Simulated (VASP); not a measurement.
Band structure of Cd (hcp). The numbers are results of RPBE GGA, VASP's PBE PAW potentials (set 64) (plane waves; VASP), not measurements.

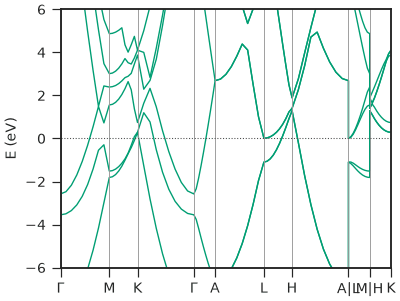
Fig. 1. Bands along high-symmetry lines, zero at the valence-band maximum or, without a gap, the Fermi level

**Question.** Read the plot: is there a gap, and where are the band edges?

**Answer.** It has no gap at this level: it comes out as a metal or semimetal. (Edges off the drawn lines would not show.)

The compound is Cd in the hcp structure. It was relaxed first, which changed the volume by +14 %.
